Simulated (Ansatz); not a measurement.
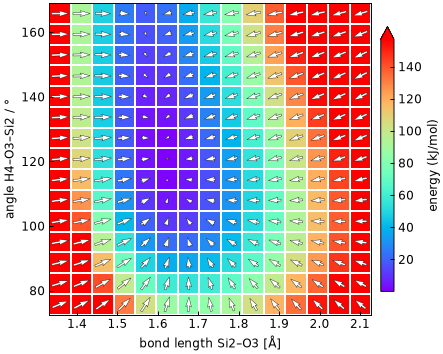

Energy landscape of HNOSi, SMILES N#[Si]O. The first coordinate is: bond length Si2–O3; the second: angle H4–O3–Si2. Nothing is relaxed (all other coordinates rigid). The grid has 15 × 15 points. Energies are in kJ/mol, from the relaxed molecule at the same level. Method: RKS PBE0-D4/def2-TZVP (Ansatz 0.2.0).

Drawn: one coloured cell a grid point, arrows along the force (downhill), their lengths compressed, one colour for all values above the top of the scale. 

Describe this landscape.

The lowest grid point is at bond length Si2–O3 = 1.623 Å, angle H4–O3–Si2 = 120.8°, 0.08 kJ/mol from the relaxed molecule at the same level. It is the only kind of minimum in the scanned range. The highest grid point, bond length Si2–O3 = 1.358 Å, angle H4–O3–Si2 = 75.8°, lies 346 kJ/mol above the lowest.

Time for the 225 points that were run: 12 min on 1 thread of Arm Neoverse N1 (shared host).
